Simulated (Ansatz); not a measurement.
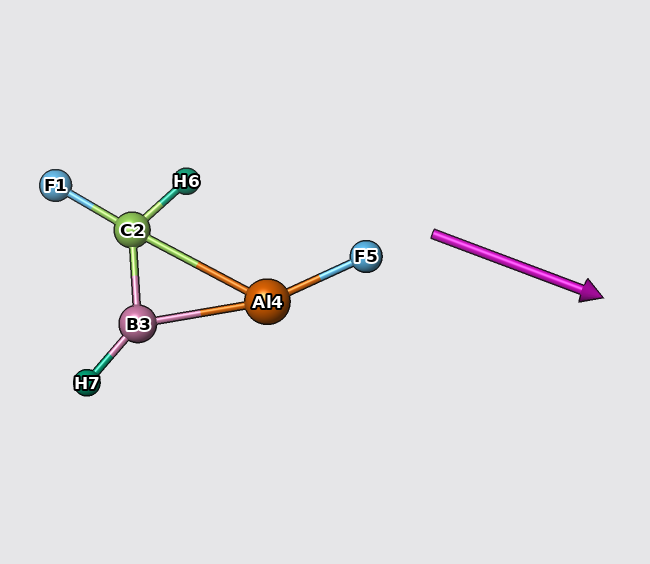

The arrow beside the molecule shows the direction of the dipole moment, from the negative to the positive end (its length means nothing). Computed geometry: PBE0-D4/def2-TZVP optimisation. Level of theory: RKS r2SCAN-D4/def2-TZVPP (Ansatz 0.2.0).

Question: How large is the dipole moment?

Answer: 2.37 D; it points from the side of F1 to the side of F5 (the outermost atoms at the two ends).
